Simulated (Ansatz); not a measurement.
## Electronic structure of C₂H₄GeN (doublet) in real space

```xyz
8

C    -0.7123    0.9248   -0.3775
Ge   -0.1068   -0.4525    0.8631
C     1.6457   -1.0294    0.3225
N     2.7306   -1.3261    0.0625
H    -1.7033    1.2726   -0.0882
H    -0.0167    1.7629   -0.3687
H    -0.7548    0.5035   -1.3840
H    -0.9902   -1.7131    0.9147
```

Geometry: PBE0-D4/def2-TZVP.

Method: Ansatz, UKS PBE0-D4/def2-TZVPP.

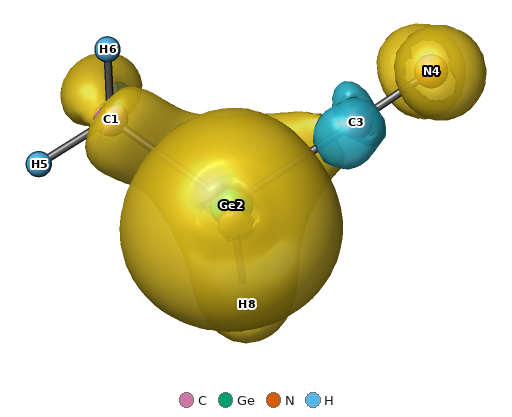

Figure 1. Isosurfaces of the spin density (α minus β) at +0.015 (yellow) and −0.015 e/Å³ (cyan), seen across its widest extent.

Where is the unpaired spin?

Answer. The unpaired spin (1 electron) lies mostly on Ge2 (about 0.8) and N4 (about 0.1), in electrons by Hirshfeld's partition.

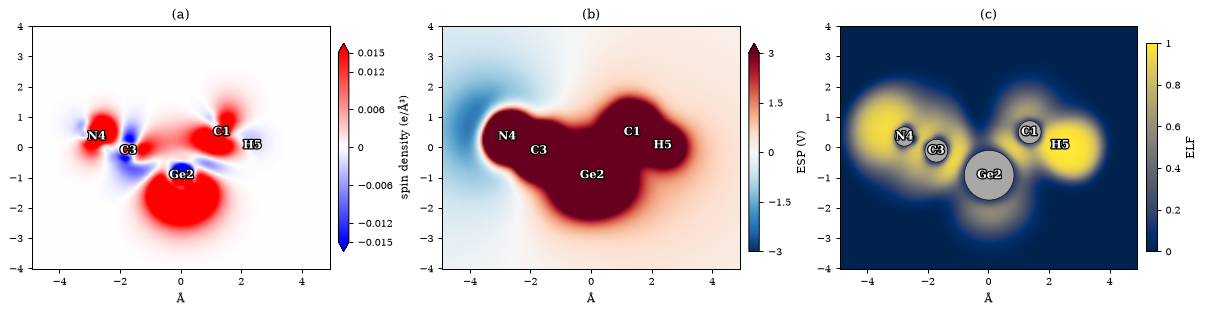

Figure 2. (a) spin density; (b) molecular electrostatic potential; (c) electron localisation function on the plane of atoms C1, Ge2 and C3. Grey discs cover the atomic cores in the ELF map.

Interpret the plot.

Answer.
- Atoms in the plane: C, Ge, N and H.
- C–N (1.15 Å): the ELF peaks at about 0.85 between the atoms; a multiple bond.
- C–Ge (1.92 Å): the ELF peaks at about 0.95 in the valence shell of C, 0.7 Å from its nucleus, and is about 0.60 at the midpoint.
- C–H (1.09 Å): the ELF climbs to about 1 towards the hydrogen, as it does in any bond to H: an ordinary covalent bond to hydrogen.
- The ELF also peaks beside N4, away from the bonds: non-bonding electrons, paired or unpaired.
- Outside the dense part of the molecule the potential is most negative (−2.2 V) near N4.

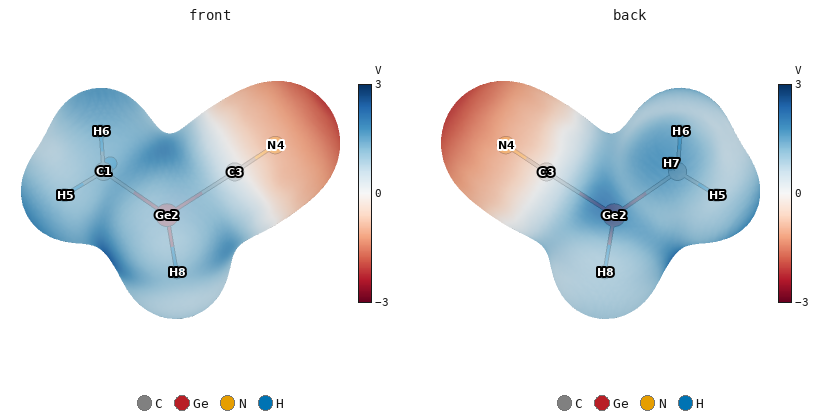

Figure 3. The molecular electrostatic potential painted on the density surface at 0.004 e/bohr³, seen from the front and from behind; red is negative and blue positive.

Describe the electrostatic potential map.

Answer. The most negative region (about −2.0 V, or −46 kcal/mol for a unit charge) lies over N4, the most positive (about +2.3 V, or +53 kcal/mol for a unit charge) over Ge2. N4 is the likeliest acceptor of a hydrogen bond.
